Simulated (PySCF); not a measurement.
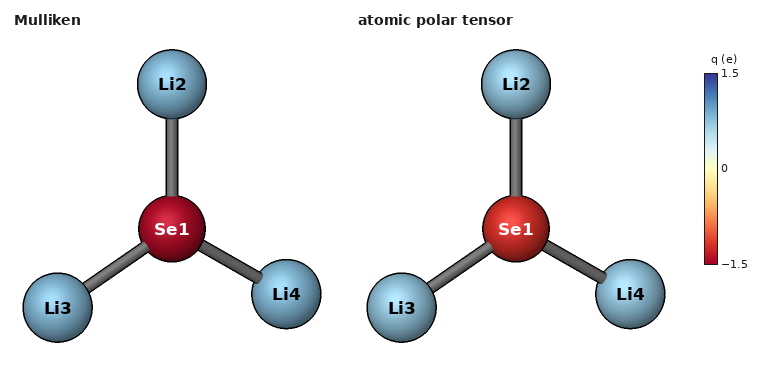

Atomic charges of one calculation by 2 schemes, on one colour scale. State: charge +1, singlet. The computed structure is the end point of a PBE0/def2-TZVP optimisation. Computed with PBE0/def2-TZVP (PySCF 2.14.0).

**Which scheme gives the most polar picture (largest mean size of the charges)?**

The Mulliken charges are the largest in size here.

List the charges (e), one line for each set of equivalent atoms.

```
         atom  Mulliken  atomic polar tensor
          Se1     −1.43                −1.20
Li2, Li3, Li4      0.81                 0.73
```
